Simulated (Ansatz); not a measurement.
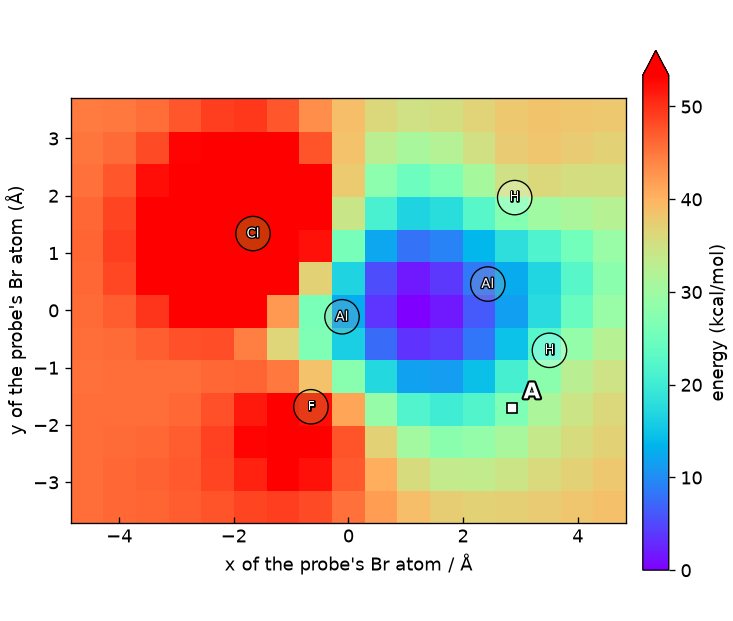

Al₂ClFH₂ (SMILES [F][Al]([AlH2])[Cl]) with the probe Br-. 
- The probe is moved over a plane parallel to the molecule's main plane, 2.37 Å above it.
- The first coordinate is: x of the probe's Br atom; the second: y of the probe's Br atom.
- Nothing is relaxed (molecule and probe rigid).
- Grid: 17 × 13 points.
- Points are written as (first, second).
- Energies: kcal/mol, counted from the lowest grid point.
- Energies and slopes of some neighbouring points disagree (a jump in structure or state, or too coarse a mesh).
- Theory: Ansatz 0.2.0, RHF/def2-SVPD.

Drawn: one coloured cell a grid point, labelled circles for the molecule's atoms, projected on the plane, one colour for all values above the top of the scale, the point A.

Question: Is A at rest? If not, where is it pushed?

Answer: A, at (2.85 Å, −1.71 Å), is not a stationary point. The computed force is 0.54 eV/Å in the plane, pointing up and left in the picture (components −0.38 and 0.38 eV/Å).
